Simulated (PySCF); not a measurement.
# C$_{4}$H$_{6}$O, SMILES `C=C(C)C=O`: electronic structure

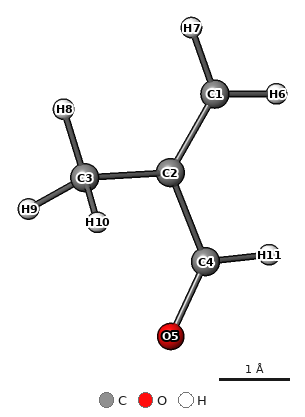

The molecule, with its atoms numbered as below. No frequency check shows the geometry to be a minimum.

Cartesian coordinates (Å):

```
C1      -1.5248    0.9120   -0.0005
C2      -0.4831    0.0819    0.0003
C3      -0.5968   -1.4082    0.0003
C4       0.8844    0.6292    0.0008
O5       1.8943   -0.0260   -0.0008
H6      -1.3946    1.9816   -0.0006
H7      -2.5398    0.5521   -0.0012
H8      -1.6352   -1.7266   -0.0000
H9      -0.0921   -1.8131   -0.8759
H10     -0.0929   -1.8128    0.8764
H11      0.9215    1.7373    0.0027
```

## 1. Bonding charge

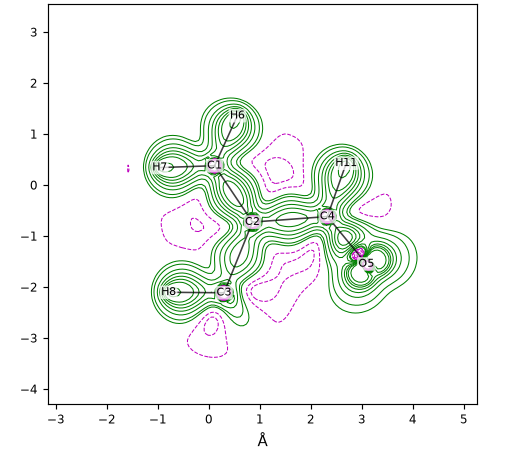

Deformation density (molecule less spherical, spin-averaged free atoms) in a plane through 9 of the atoms; contours at ±0.05 to ±0.8 e/Å³; solid green lines: gain, dashed magenta lines: loss.

Method: PBE0/def2-SVP; geometry: GFN2-xTB; program: PySCF.

Q: How much density has each bond in this plane gained at its critical point, relative to the free atoms?

A: C4–H11: +0.73 e/Å³ at the bond critical point (bond length 1.11 Å, Mayer order 1.0). C1–H7: +0.73 e/Å³ at the bond critical point (bond length 1.08 Å, Mayer order 0.9). C1–H6: +0.72 e/Å³ at the bond critical point (bond length 1.08 Å, Mayer order 0.9). C1–C2: +0.71 e/Å³ at the bond critical point (bond length 1.33 Å, Mayer order 1.9). C3–H8: +0.68 e/Å³ at the bond critical point (bond length 1.09 Å, Mayer order 1.0). C4–O5: +0.61 e/Å³ at the bond critical point (bond length 1.20 Å, Mayer order 2.1). C2–C4: +0.57 e/Å³ at the bond critical point (bond length 1.47 Å, Mayer order 1.0). C2–C3: +0.47 e/Å³ at the bond critical point (bond length 1.49 Å, Mayer order 1.1). In all, 2.5 electrons gather in the regions of gain relative to the promolecule.

Q: Where do the Hirshfeld charges lie?

A: The highest Hirshfeld charge is on C4 (+0.12 e), the lowest on O5 (−0.22 e).

```csv
atom,charge (e)
C1,−0.07
C2,+0.01
C3,−0.12
C4,+0.12
O5,−0.22
H6,+0.05
H7,+0.06
H8,+0.05
H9,+0.05
H10,+0.05
H11,+0.03
```

## 2. Bond critical points

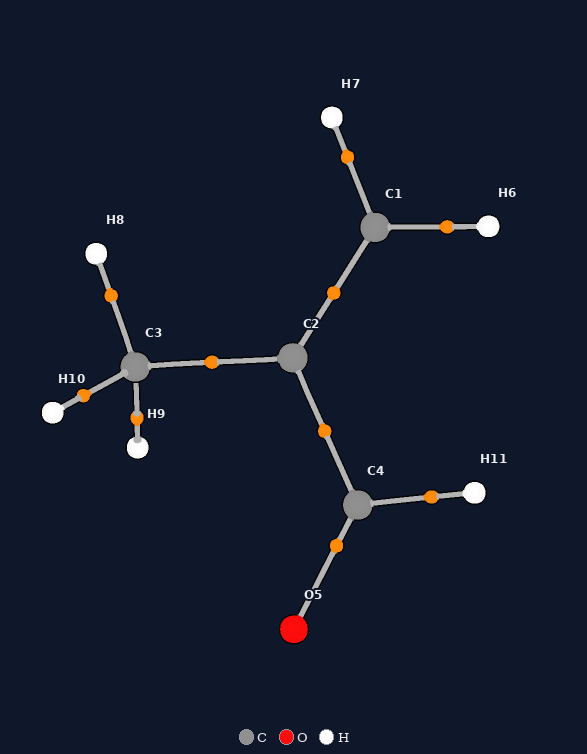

Molecular graph of the electron density (QTAIM): bond paths, bond critical points (orange), ring points (yellow, if any); weak paths are dashed.

Q: How many critical points of each kind are there, and does the count close?

A: 11 nuclei, 10 bond, 0 ring and 0 cage critical points: 11 − 10 + 0 − 0 = 1, as the Poincaré–Hopf relation requires.

Q: What does the calculation give at each kind of bond critical point?

A:
```csv
bond,length (Å),ρ (a.u.),∇²ρ (a.u.),ε,H (a.u.)
C4–O5,1.204,0.413,+0.49,0.05,−0.721
C1–C2,1.332,0.341,−0.91,0.34,−0.362
C1–H7,1.077,0.284,−1.10,0.01,−0.315
C1–H6,1.078,0.284,−1.10,0.01,−0.314
C3–H8,1.086,0.277,−1.02,0.00,−0.300
C2–C4,1.473,0.276,−0.69,0.09,−0.239
C3–H10 (2 alike),1.089,0.275,−1.01,0.01,−0.297
C4–H11,1.109,0.275,−1.03,0.01,−0.291
C2–C3,1.494,0.256,−0.60,0.03,−0.212
```

Q: What kind of interaction is C1–H6?

A: Shared-shell (covalent): ρ = 0.284, ∇²ρ = −1.10, H = −0.314 a.u.

## 3. Local ionisation energy

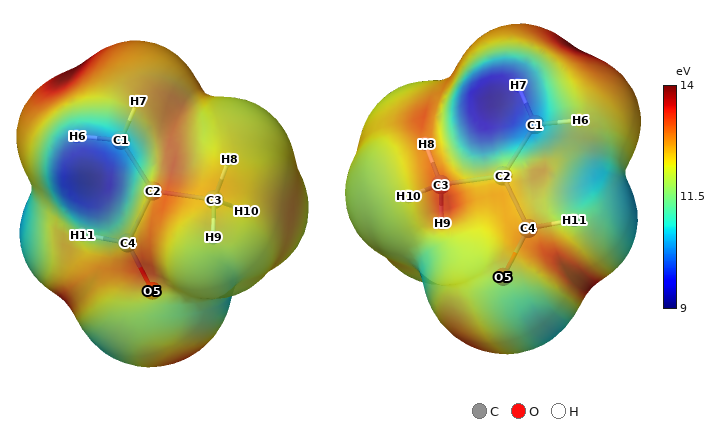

Average local ionisation energy on the surface of electron density 0.001 a.u. (back view left, front view right).

Q: Locate the minima of the map.

A: The lowest value is 9.2 eV, over C1, off the plane of its three bonds (2.0 Å), and at like points elsewhere. Further minima include 10.5 eV, 1.8 Å from O5; 10.5 eV, 1.4 Å from H11; 10.7 eV, 1.8 Å from O5. For comparison, the highest occupied orbital lies at −7.4 eV.

Q: What volume does the surface enclose, and what is the dipole moment?

A: About 103 Å³; the dipole moment is 2.8 D.

## 4. Excited states

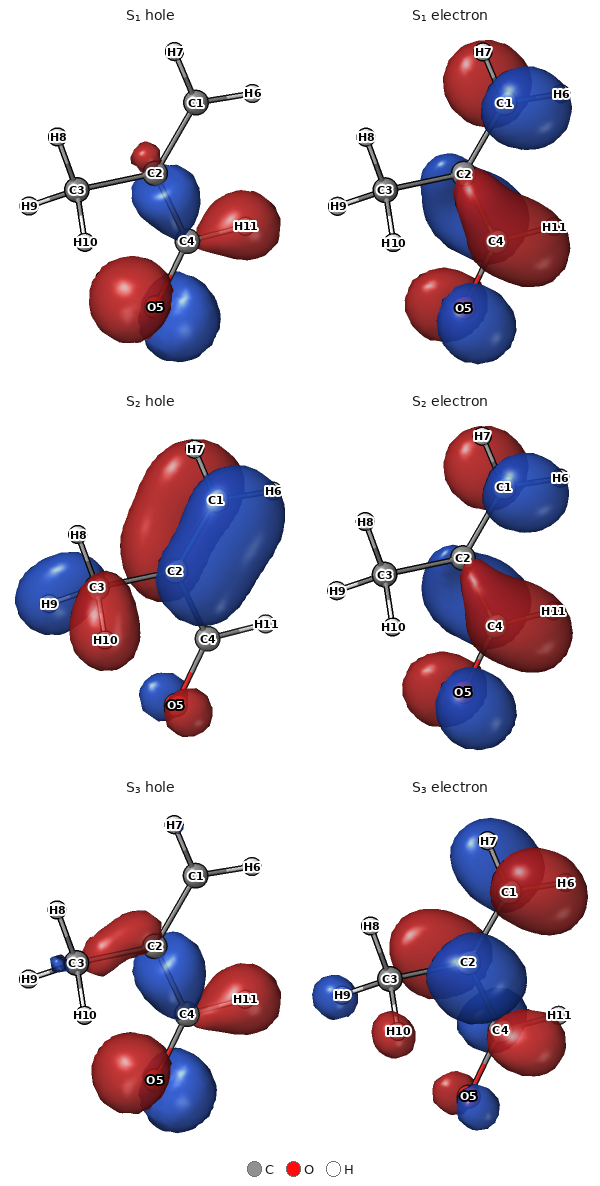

Leading natural transition orbitals (TDA singlet states).

PySCF calculation, PBE0/def2-SVP, gas phase; geometry: GFN2-xTB. Without diffuse functions Rydberg states are missing, so the states' numbers hold for this basis only.

Q: Describe these excited states.

A: By state:
- S₁: 3.76 eV (330 nm), f = 0.000 (very weak), n → π*; the leading pair carries 100 %; hole on O5 (63 %), C4 (14 %) and H11 (10 %), electron on C4 (31 %), O5 (27 %) and C1 (21 %); their centroids lie 1.1 Å apart.
- S₂: 6.54 eV (190 nm), f = 0.376 (bright), π → π*; the leading pair carries 93 %; hole on C1 (35 %), C2 (27 %) and C3 (10 %), electron on C4 (33 %), O5 (27 %) and C1 (18 %); their centroids lie 1.2 Å apart.
- S₃: 7.21 eV (172 nm), f = 0.001 (very weak), σ or n → π*; the leading pair carries 73 %; hole on O5 (42 %), C2 and C4 (13 % each) and C3 (9 %), electron on C2 (26 %), C1 (23 %) and C4 (19 %) (shares are of the whole state, not of the leading pair alone); their centroids lie 0.9 Å apart.

## 5. Removing or adding an electron

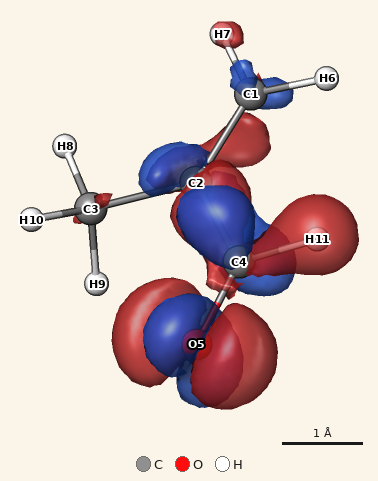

Dual descriptor f⁺ − f⁻ at ±0.04 e/Å³ (blue positive, red negative).

Method: PBE/6-311+G**; geometry: GFN2-xTB; program: PySCF.

Q: Which atoms come out as electrophilic, and which as nucleophilic?

A: Electrophilic (positive): C1 (+0.07). Nucleophilic (negative): O5 (−0.12) and H11 (−0.06). f⁻ (Hirshfeld-condensed) is largest on O5 (0.30); the vertical ionisation energy is 9.61 eV (the stability of the cation's solution wasn't checked). f⁺ (Hirshfeld-condensed) is largest on C1 (0.20), O5 (0.17) and C4 (0.15); the vertical electron affinity is −0.10 eV (the stability of the anion's solution wasn't checked; negative: at this level and geometry the extra electron isn't bound, and the finite basis holds it).
